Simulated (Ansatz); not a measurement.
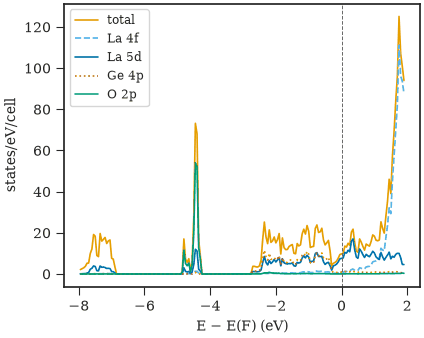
Fig. 1. Total and projected density of states of La5Ge3O in space group P6_3/mcm (No. 193; La on 6g, La on 4d, Ge on 6g, O on 2b), plane-wave PAW PBE (Ansatz code)

**Question.** Which orbitals carry the states next to the Fermi level?

**Answer.** Within 0.5 eV of the Fermi level: La 5d 67 %, Ge 4p 18 %, La 4f 9 %. Projections are on Löwdin-orthogonalised atomic valence shells; empty p or d shells of many metals are not among them.

**Question.** Where is the tallest occupied peak in this window, and what makes it?

**Answer.** Near -4.4 eV, about 73 states/eV per cell; the largest projected share is O 2p.

The first step of the workflow began from a Materials Project structure, measured or hypothetical; the Crystallography Open Database copy checked does not list it. Its standing as an ambient phase is unchecked. The PBE relaxation kept the symmetry of its start; whether a distortion lowers the energy is not shown. Scalar-relativistic: spin–orbit coupling is off unless named, which matters more the heavier the elements.

Potentials: the later of the program's two PAW sets.
